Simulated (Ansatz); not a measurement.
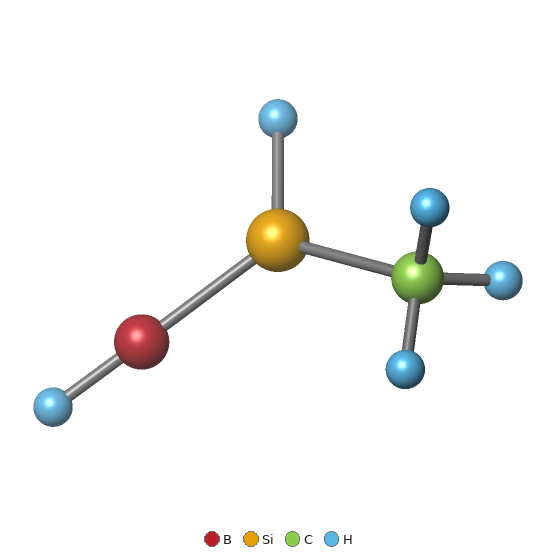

A ball-and-stick model of a molecule. Every bond is drawn as one stick, whatever its order.

The computed structure is the end point of a PBE0-D4/def2-TZVP optimisation. No frequency run is at hand to confirm it as a minimum.

Count the atoms of each element.

Answer. CH5BSi, 8 atoms: 1 carbon, 5 hydrogen, 1 boron and 1 silicon.

How many sets of symmetry-equivalent atoms are there?

Answer. 7: 1 B, 1 Si, 1 C, 1 H, 1 H, 2 H, 1 H.

Give the symmetry (Schoenflies symbol).

Answer. Cs.

Count the bonded pairs by element.

Answer. 3 C–H, 1 B–Si, 1 C–Si, 1 B–H, 1 Si–H. Sticks follow a distance rule.

The parts below concern this one geometry. Atoms keep their numbers from picture to picture.

Geometry

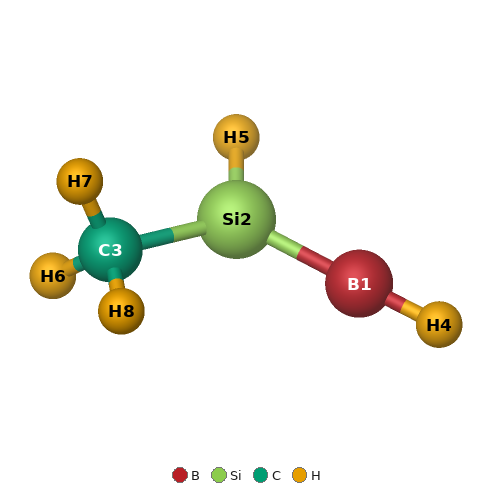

The atoms are numbered. No frequency run is at hand to confirm it as a minimum.

Which atoms are bonded, and how long are the bonds?

```
  bond  length (Å)
B1–Si2       1.821
 B1–H4       1.180
Si2–C3       1.871
Si2–H5       1.481
 C3–H6       1.092
 C3–H7       1.092
 C3–H8       1.091
```

Charges

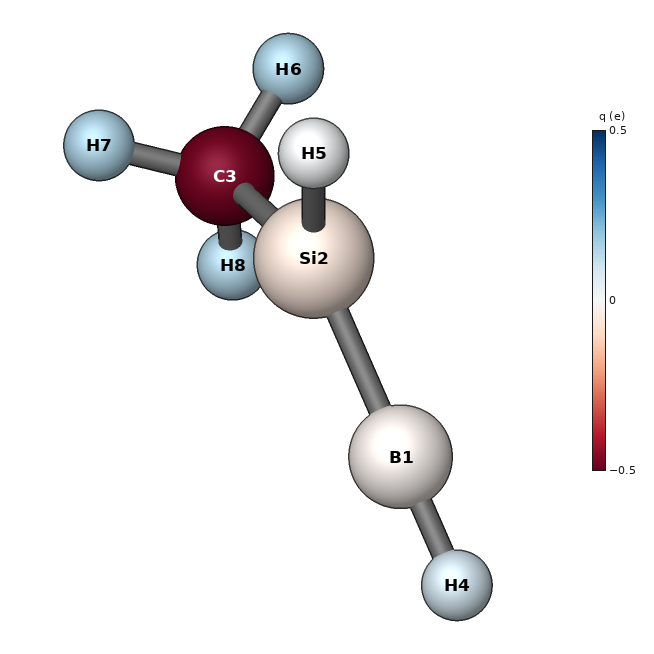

Atoms are coloured by their Mulliken charges. No frequency run is at hand to confirm it as a minimum. Method: RKS PBE0-D4/def2-TZVP (Ansatz 0.2.0).

Give the Mulliken charges atom by atom.

```
atom  value (e)
  B1      −0.02
 Si2      −0.06
  C3      −0.48
  H4       0.09
  H5       0.01
  H6       0.15
  H7       0.15
  H8       0.15
```

Dipole moment

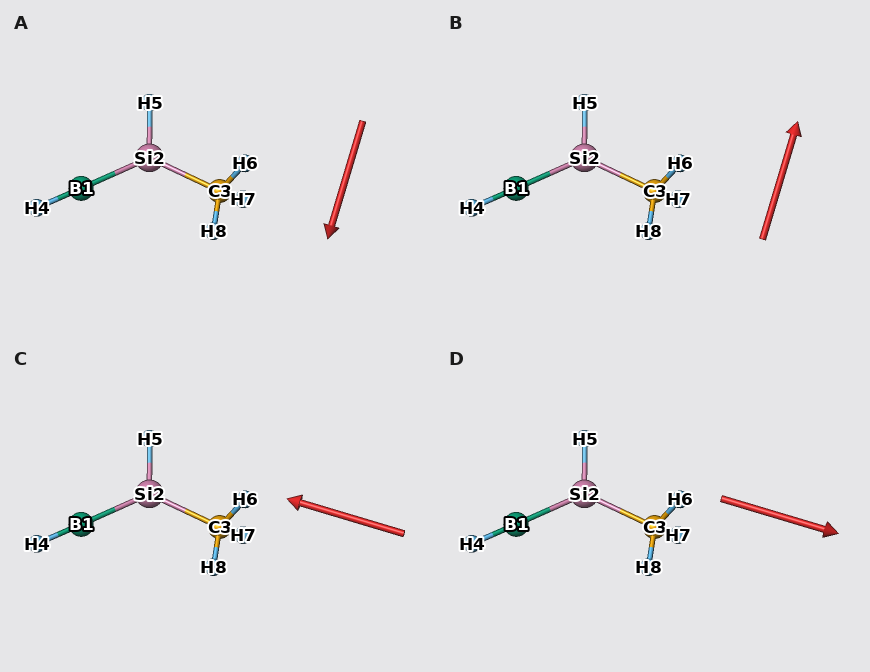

The same molecule four times, each with an arrow. No frequency run is at hand to confirm it as a minimum. Level of theory: RKS PBE0-D4/def2-TZVP (Ansatz 0.2.0).

Which arrow points along the dipole moment, from the negative to the positive end?

Answer. D. The dipole moment is 1.20 D; it points from the side of H4 to the side of H6, H7 (the outermost atoms at the two ends).

Electronic properties

No frequency run is at hand to confirm it as a minimum. Properties computed with RKS PBE0-D4/def2-TZVPP (Ansatz 0.2.0).

What is the HOMO energy (Kohn–Sham orbital)?

Answer. −5.47 eV.

Estimate the LUMO energy (Kohn–Sham orbital).

Answer. −2.58 eV.

Give the dispersion correction at this level.

Answer. −11.4 kJ/mol.

Mulliken values depend strongly on the basis set and can even reverse the polarity of a bond.
